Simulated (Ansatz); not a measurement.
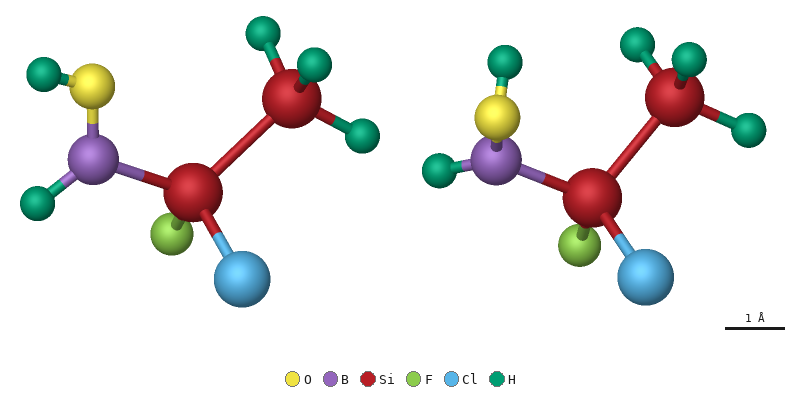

Two geometries of BSi₂H₅OClF (coarse preliminary run), drawn at one scale. One is the start of a relaxation, the other its converged end. The picture is a ball-and-stick view, seen at a tilt.

Level of theory: RKS PBE-D4/def2-SVP in Ansatz 0.2.0. (force threshold 0.03 eV/Å; at most 200 steps)

**Which geometry has the lower energy?**

The left one is the relaxed one. The start comes from a force field. Over 22 accepted moves (23 points after the start) the energy falls by 124.7 kJ/mol. Largest force component: 2.6 eV/Å at the start, 0.0096 eV/Å at the end. The line search rejected the trial step at point 7 of the run. The forces were under the threshold at step 18, but the run went on from there. The atom that moves furthest after the best rigid fit is an H atom (1.08 Å). By element the largest moves are H 1.08 Å, O 0.77 Å, Si 0.30 Å, F 0.24 Å, Cl 0.22 Å, B 0.14 Å. Some distances before and after: B–Si 1.911 → 2.031 Å, Si–Si 2.254 → 2.354 Å, F–Si 1.732 → 1.649 Å, B–H 1.146 → 1.223 Å. Among the angles between lasting bonds that change: B–Si–Si 110.0° → 118.8°, B–Si–Cl 110.6° → 105.1°, B–O–H 108.7° → 113.2°. Groups turn about B–O by about 90°, B–Si by about 50°.
